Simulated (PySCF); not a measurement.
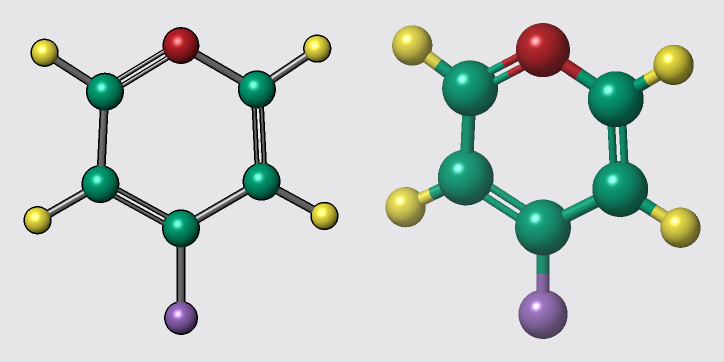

The same structure drawn twice, from different directions. Colours: fluorine purple, carbon teal, nitrogen red, hydrogen yellow.

The geometry was computed by an optimisation with GFN2-xTB. No frequency run is at hand to confirm it as a minimum.

What does the picture show?

The molecule is C5H4FN. Its SMILES string is `Fc1ccncc1`. Independent rings (smallest set): 1 of 6 members, 1 of them aromatic. Among its groups: C–F bond. The point group is C2v. All atoms lie on one plane. Coordination: 5 C trigonal planar; 1 N bent.

More results for the same structure follow; atom numbers are the same in all pictures, views and colours differ.

## Geometry

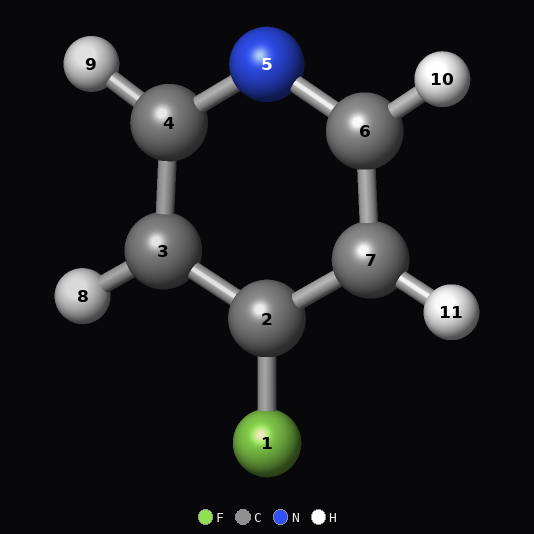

Atoms carry their numbers in the input. No frequency run is at hand to confirm it as a minimum.

Give the bond lengths.

| bond | length (Å) | order |
| --- | --- | --- |
| F1–C2 | 1.345 | single |
| C2–C3 | 1.384 | aromatic |
| C2–C7 | 1.384 | aromatic |
| C3–C4 | 1.387 | aromatic |
| C3–H8 | 1.077 | single |
| C4–N5 | 1.321 | aromatic |
| C4–H9 | 1.081 | single |
| N5–C6 | 1.321 | aromatic |
| C6–C7 | 1.387 | aromatic |
| C6–H10 | 1.082 | single |
| C7–H11 | 1.078 | single |

## Electronic properties

No frequency run is at hand to confirm it as a minimum. Level of theory: B3LYP/def2-SVPD, gas phase (PySCF 2.14.0). Excitations: vertical, linear response.

**What is the brightest of the 8 lowest singlets?**

7.19 eV.

**Give the HOMO–LUMO gap at this level.**

6.36 eV.

**Estimate the HOMO energy (Kohn–Sham orbital).**

−7.43 eV.

**Estimate the lowest vertical singlet excitation.**

4.97 eV.

## Dipole moment

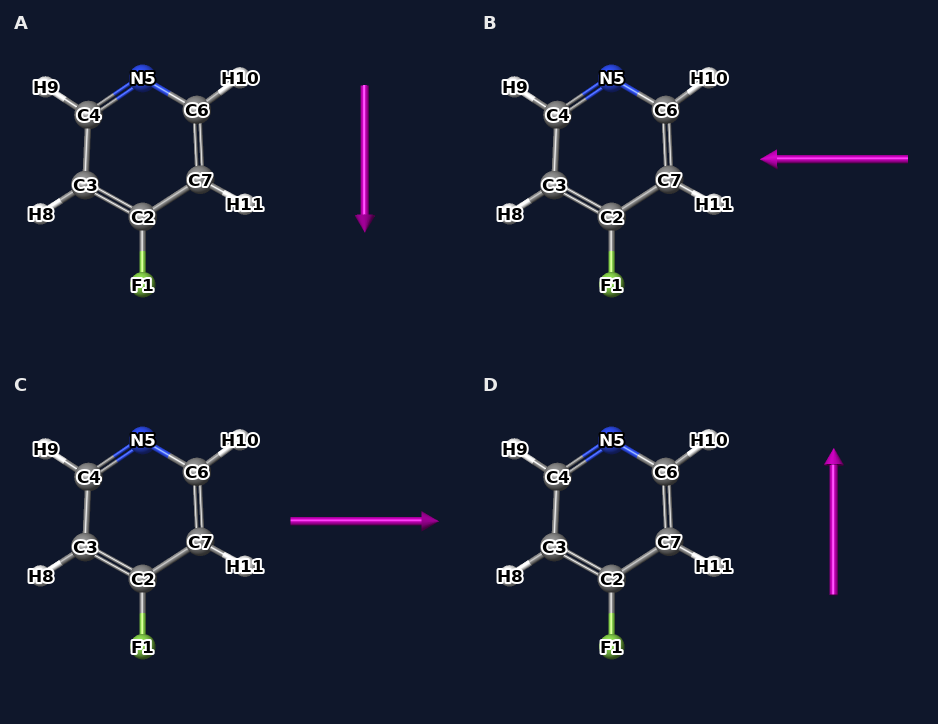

The same molecule four times, each with an arrow. No frequency run is at hand to confirm it as a minimum. Properties computed with B3LYP/def2-SVPD, gas phase (PySCF 2.14.0).

**Which arrow points along the dipole moment, from the negative to the positive end?**

A. The dipole moment is 0.62 D; it points from the side of N5, H9, H10 to the side of F1 (the outermost atoms at the two ends).

## Polarisability

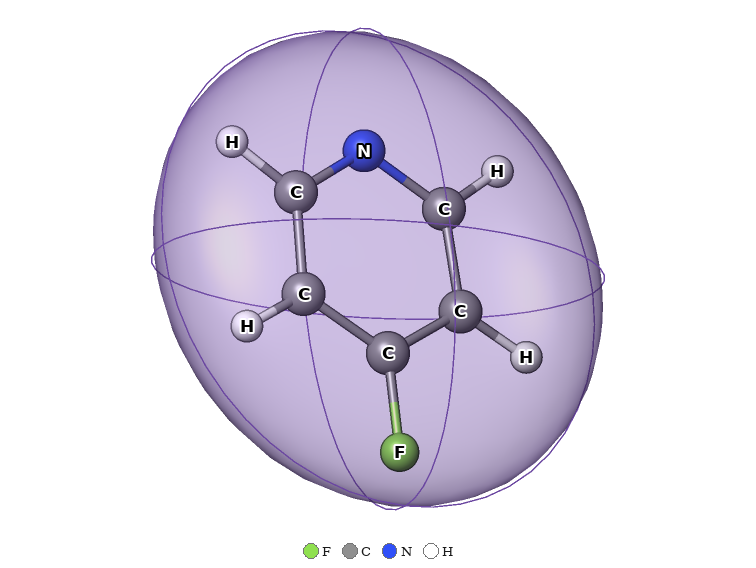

The ellipsoid shows the static dipole polarisability: its half-axes are proportional to the principal values. No frequency run is at hand to confirm it as a minimum. Computed with B3LYP/def2-SVPD (PySCF 2.14.0).

**Give the principal values, the mean and the anisotropy.**

Principal values 38.1, 72.8, 74.6 bohr³; mean 61.9 bohr³ (9.17 Å³); anisotropy 35.6 bohr³, so the longest axis is 1.96 times the shortest.
